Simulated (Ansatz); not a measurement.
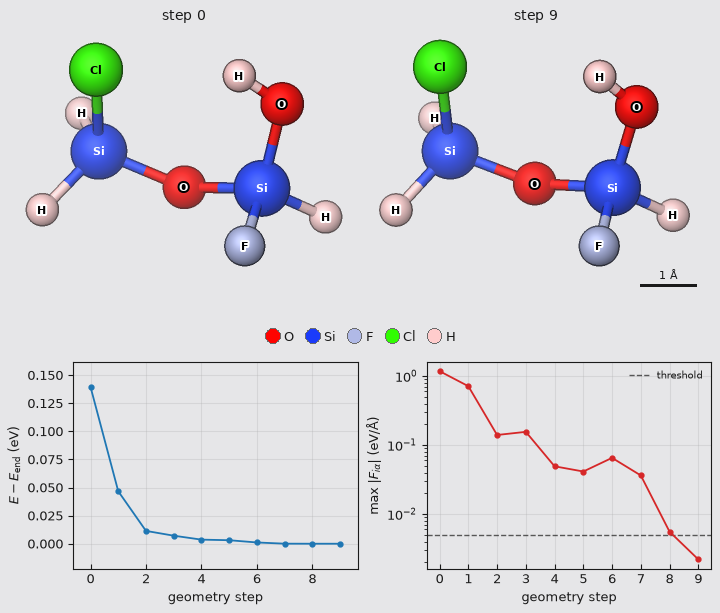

First and last geometry of a relaxation of Si2H4O2ClF, with the history of the run. The picture is a ball-and-stick view, seen at a tilt.

The start comes from PBE-D4/def2-SVP.

Method: RKS PBE0-D4/def2-TZVP (Ansatz). Settings: force threshold 0.005 eV/Å; at most 150 steps.

Q: Did the run converge, and what did it change?

A: It converged. The atom that moves furthest after the best rigid fit is an H atom (0.20 Å). By element the largest moves are H 0.20 Å, Cl 0.19 Å, O 0.12 Å, F 0.07 Å, Si 0.03 Å. Among the contacts that change: O–Si 1.675 → 1.628 Å, F–Si 1.632 → 1.589 Å, O–Si 1.661 → 1.622 Å, Cl–Si 2.101 → 2.062 Å. Among the angles between lasting bonds that change: Si–O–Si 138.0° → 145.5°, Si–O–H 114.8° → 119.3°. After 9 geometry steps the energy has fallen by 0.140 eV. The largest force component goes from 1.2 to 0.0022 eV/Å. The run took about 4 core-minutes on a shared host.

```
step  E − E(0), eV  largest force component, eV/Å
   0        0.0000                         1.1790
   1       -0.0929                         0.7138
   2       -0.1282                         0.1401
   3       -0.1324                         0.1556
   4       -0.1360                         0.0493
   5       -0.1365                         0.0414
   6       -0.1385                         0.0653
   7       -0.1395                         0.0363
   8       -0.1396                         0.0056
   9       -0.1396                         0.0022
```
